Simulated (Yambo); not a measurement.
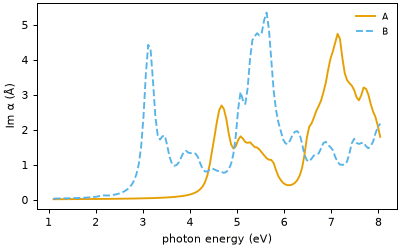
Figure. Two computed absorption spectra of a free-standing IrCl$_{3}$ monolayer (symmetry P-31m, slab cell 15.6 Å high) (Yambo, PBEsol bands with the same scissor, field along x)

Which curve includes the electron-hole attraction (BSE), and where are its main peaks?

Curve B: the attraction moves weight to lower energy (centre of the plotted range 5.3 eV against 6.4 eV). Its peaks lie at 3.1 eV, 5.6 eV, 6.3 eV, 7.5 eV. Settings: 6×6×1 mesh, 20 valence and 12 conduction bands, static screening with 131 bands and a 3 Ry block, scissor 2.28 eV, Tamm-Dancoff, stochastic integration of W near q = 0. The scissor comes from a G0W0 run whose convergence isn't established. Broadening 0.1 eV. The band window holds all transitions up to 10.1 eV. Fine structure above the onset can come from the mesh.

Spin-orbit coupling is not included.

Geometry relaxed with PBEsol; primitive cell a = b = 6.0386 Å, c = 15.6000 Å, α = β = 90.00°, γ = 120.00°.

This is a model layer cut from the bulk structure; whether it is stable on its own was not checked.
